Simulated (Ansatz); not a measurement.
## Profile along the Co–Co line in Co (hcp, Mg type)

Co (hcp, Mg type)

```xyz
2
Lattice="2.4571 0.0000 0.0000 -1.2286 2.1279 0.0000 0.0000 0.0000 3.9682" Properties=species:S:1:pos:R:3 pbc="T T T"
Co     0.0000     1.4186     2.9761
Co     1.2286     0.7093     0.9920
```

Fields along a shortest Co–Co line of a (1 -1 0 0) plane (2.46 Å), from Co to Co, interpolated on the slice's grid (step about 0.1 Å). The numbers are results of PBEsol (plane waves to 420 eV, PAW, scalar-relativistic; Ansatz, a program for electronic structure), not measurements. k mesh 22×22×12. Inside the PAW spheres the values are not all-electron values, and peaks at nuclei hang on which shells count as valence. Co was relaxed with its symmetry unable to fall. Relaxed Co ends ferromagnetic. The PAW data are Ansatz's earlier set. The magnetic order is the one the run started from; other orders were not tried.

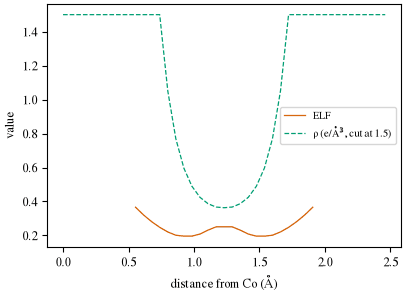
Figure. ELF (away from the nuclei) and valence density from Co to Co.

Density on the Co–Co line (2.46 Å) at its midpoint: 0.36 e/Å³. ELF at that point: 0.3.
